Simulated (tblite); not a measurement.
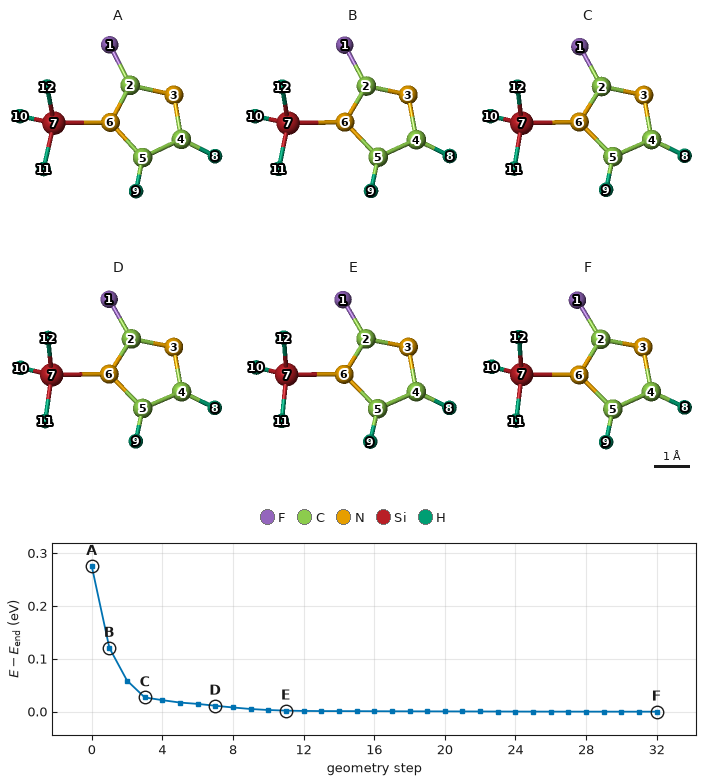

Frames of a relaxation of C$_{3}$H$_{5}$FN$_{2}$Si, marked on the history of the run. A ball-and-stick model, seen at a tilt.

The calculation used tblite, GFN2-xTB geometry optimisation, gas phase. 

Describe the path.

The energy falls by 0.276 eV in 32 geometry steps. The atom that moves furthest after the best rigid fit is F1 (0.13 Å). By element the largest moves are F 0.13 Å, H 0.08 Å, Si 0.07 Å, C 0.06 Å, N 0.04 Å. Some distances before and after: C2–N3 1.331 → 1.288 Å, Si7–H11 1.495 → 1.459 Å, C4–C5 1.386 → 1.357 Å, N6–Si7 1.734 → 1.760 Å. Among the angles between lasting bonds that change: F1–C2–N6 126.0° → 119.0°, N6–Si7–H11 110.0° → 103.4°, H10–Si7–H11 107.7° → 113.2°. From step 0 to 1: C2 moves most (0.04 Å), energy −0.155 eV. From step 1 to 3: F1 moves most (0.05 Å), energy −0.094 eV. From step 3 to 7: F and H atoms move most (0.03 Å), energy −0.016 eV. From step 7 to 11: H11 moves most (0.05 Å), energy −0.009 eV. From step 11 to 32: F and H atoms move most (0.03 Å), energy −0.002 eV.

```tsv
step	E − E(0), eV
0	0.0000
1	-0.1549
2	-0.2167
3	-0.2486
4	-0.2538
5	-0.2584
6	-0.2609
7	-0.2644
8	-0.2677
9	-0.2706
10	-0.2725
11	-0.2736
12	-0.2742
13	-0.2745
15	-0.2746
16	-0.2748
17	-0.2749
18	-0.2750
19	-0.2750
20	-0.2751
22	-0.2752
23	-0.2753
24	-0.2754
25	-0.2755
26	-0.2755
27	-0.2755
29	-0.2756
30	-0.2756
31	-0.2756
32	-0.2756
```
